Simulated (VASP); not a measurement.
Band structure of Pt₃Ti (L1_2). These are revTPSS meta-GGA, VASP's PBE PAW potentials (set 64) (plane waves; VASP) values and carry that method's errors.

Unless said otherwise, spin-orbit coupling is left out, though it shifts the bands of the heavy elements here.

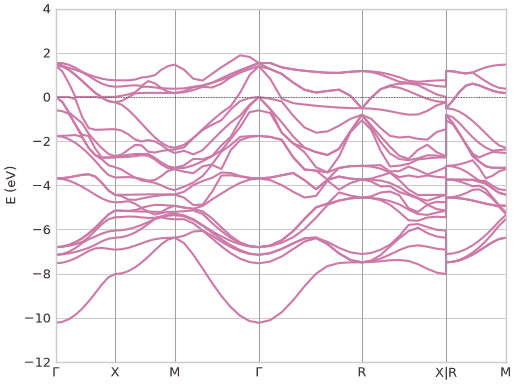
Fig. 1. Bands along high-symmetry lines, zero at the valence-band maximum or, without a gap, the Fermi level

Read the plot: is there a gap, and where are the band edges?

It has no gap at this level: it comes out as a metal or semimetal.

The compound is Pt3Ti in the L1_2 structure. It was relaxed first.
